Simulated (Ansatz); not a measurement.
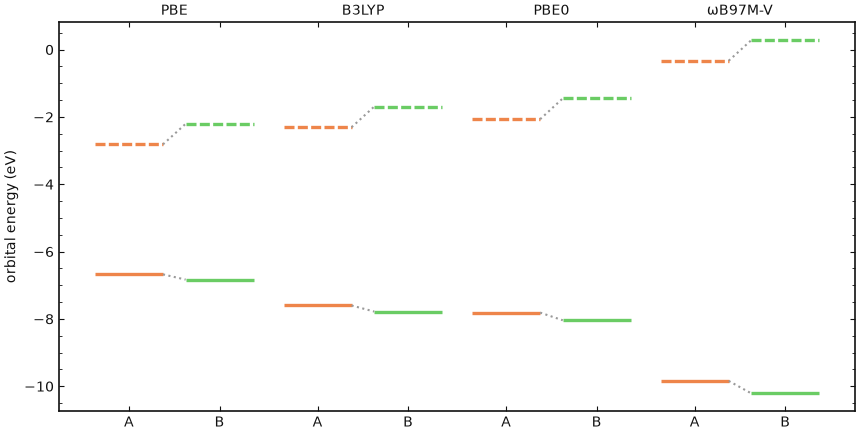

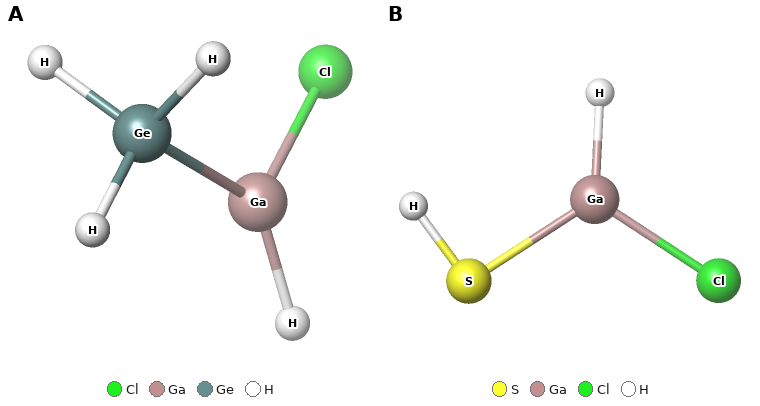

One change: A, GaGeH₄Cl (SMILES [Cl][GaH][GeH3]), becomes B, GaH₂SCl (SMILES [SH][GaH][Cl]). GeH₃ on Ga is replaced by SH. HOMO (solid) and LUMO (dashed) computed in def2-TZVPP at PBE0-D4/def2-TZVP geometries, both minima by their frequencies, gas phase, the Ansatz code 0.2.0. Empty levels above zero depend strongly on the basis.

What does the change do to HOMO and LUMO?

Answer. PBE: the HOMO falls by 0.16 eV, the LUMO rises by 0.61 eV, and the separation goes from 3.86 to 4.63 eV. B3LYP: the HOMO falls by 0.18 eV, the LUMO rises by 0.61 eV, and the separation goes from 5.29 to 6.09 eV. PBE0: the HOMO falls by 0.23 eV, the LUMO rises by 0.62 eV, and the separation goes from 5.75 to 6.59 eV. ωB97M-V: the HOMO falls by 0.37 eV, the LUMO rises by 0.61 eV, and the separation goes from 9.51 to 10.50 eV.

Do the functionals agree on the effect?

Answer. They agree on the direction for both levels; the HOMO shift lies between −0.37 and −0.16 eV and the LUMO shift between 0.61 and 0.62 eV, while the separations themselves differ by up to 5.9 eV between functionals.
